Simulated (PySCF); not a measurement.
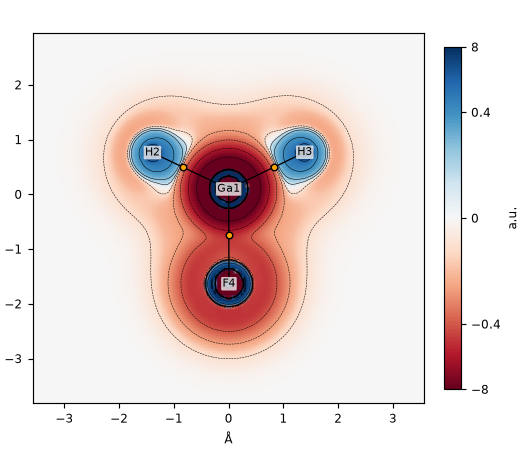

Figure 1: FGaH₂. Negative Laplacian of the density (−∇²ρ) in the molecular plane (blue positive, red negative, colour scale in a.u., logarithmic beyond ±0.04), with bond paths and bond critical points (dots).

PySCF calculation, PBE/def2-SVPD, gas phase; geometry: GFN2-xTB. No frequency check shows the geometry to be a minimum. GFN2-xTB bond lengths at metals and heavier atoms can be off by up to 0.1 Å and shapes distorted, which carries into these values.

Coordinates in Å:

```
Ga1     -0.3393    0.0000    0.0000
H2      -1.0062   -1.3911    0.0000
H3      -1.0061    1.3912    0.0000
F4       1.3922    0.0000    0.0000
```

Q: At which bond critical points in this plane is charge locally concentrated, and at which depleted?

A: At none is it concentrated. Depleted (∇²ρ > 0): Ga1–F4 (+1.03 a.u., H = 0.000); Ga1–H2 and Ga1–H3 (+0.13 a.u., H = −0.059).

Q: Where along Ga1–H2 does the critical point lie?

A: 0.92 Å from Ga1 and 0.62 Å from H2.
